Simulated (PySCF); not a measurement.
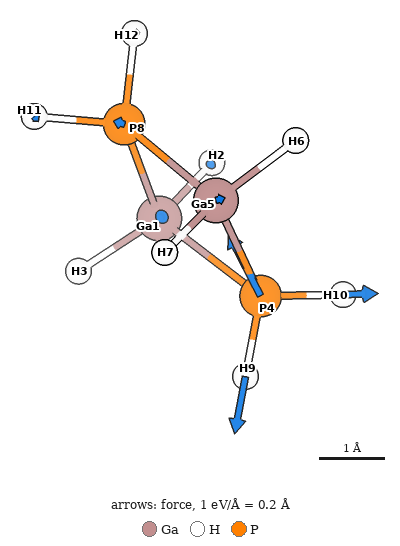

Starting geometry of Ga2P2H8 with the computed forces as blue arrows. Style: ball-and-stick. Shown from a free direction.

The start comes from GFN2-xTB. Its atoms were then displaced at random by about 0.03 Å.

Method: PBE0-D3(BJ)/def2-SVP geometry optimisation, gas phase (PySCF 2.14.0, density-fitted response routines). 

What follows when this structure is relaxed?

It isn't relaxed: the largest force vector, on P4, is 5.52 eV/Å. The final displacements follow the starting forces only in part (cosine between the two patterns 0.58). Over 6 geometry steps the energy falls by 61.4 kJ/mol. The largest move after the best rigid fit is that of P4, 0.14 Å. Largest moves by element: P 0.14 Å, H 0.12 Å, Ga 0.11 Å. Near-neighbour distances that change, for instance: P4–H9 1.270 → 1.416 Å, P4–H10 1.312 → 1.416 Å, Ga1–H2 1.631 → 1.566 Å, Ga1–P8 2.393 → 2.447 Å. Among the angles between lasting bonds that change: H2–Ga1–H3 116.5° → 126.1°, H11–P8–H12 92.7° → 100.0°, Ga1–P4–Ga5 89.7° → 96.5°. Cost: 2.8 min on 1 thread of Intel(R) Xeon(R) Processor @ 2.50GHz (shared host).
